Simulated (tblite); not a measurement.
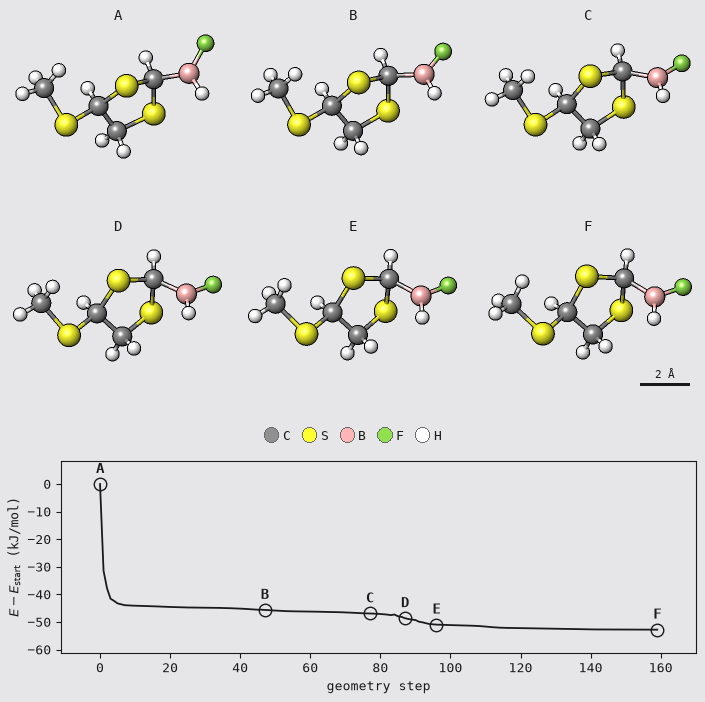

Frames of a relaxation of C₄H₈BFS₃, marked on the history of the run. A ball-and-stick model, seen at a tilt.

Theory: tblite 0.8.0, GFN2-xTB geometry optimisation, gas phase. 

Q: Describe the path.

A: The largest move after the best rigid fit is that of the F atom, 1.42 Å. By element the largest moves are F 1.42 Å, S 1.05 Å, H 0.96 Å, B 0.55 Å, C 0.50 Å. Near-neighbour distances that change, for instance: B–S 2.783 → 2.317 Å, B–F 1.449 → 1.324 Å, C–S 1.805 → 1.851 Å, C–H 1.122 → 1.085 Å. Among the angles between lasting bonds that change: S–C–B 109.3° → 85.1°, B–C–S 109.3° → 123.2°, B–C–H 108.7° → 118.5°. Groups turn about C–S by about 50°, C–S by about 45°, C–S by about 25°. The energy falls by 52.8 kJ/mol in 159 geometry steps. Cost: 1.5 s on 1 thread of Arm Neoverse V1 (shared host). From step 0 to 47: the F atom moves most (0.39 Å), energy −45.6 kJ/mol. From step 47 to 77: the F atom moves most (0.55 Å), energy −1.28 kJ/mol. From step 77 to 87: the F atom moves most (0.43 Å), energy −1.71 kJ/mol. From step 87 to 96: an H atom moves most (0.23 Å), energy −2.32 kJ/mol. From step 96 to 159: an H atom moves most (0.41 Å), energy −1.83 kJ/mol.

```csv
step,"E − E(0), kJ/mol"
0,0.00
1,-31.43
2,-37.80
3,-41.56
4,-42.33
5,-43.25
6,-43.58
7,-43.89
8,-43.98
9,-44.04
10,-44.08
18,-44.45
26,-44.75
34,-44.88
41,-45.20
49,-45.78
57,-46.14
65,-46.35
73,-46.68
81,-47.18
88,-48.90
96,-50.93
104,-51.24
112,-51.87
120,-52.20
128,-52.32
135,-52.51
143,-52.70
151,-52.74
159,-52.77
```
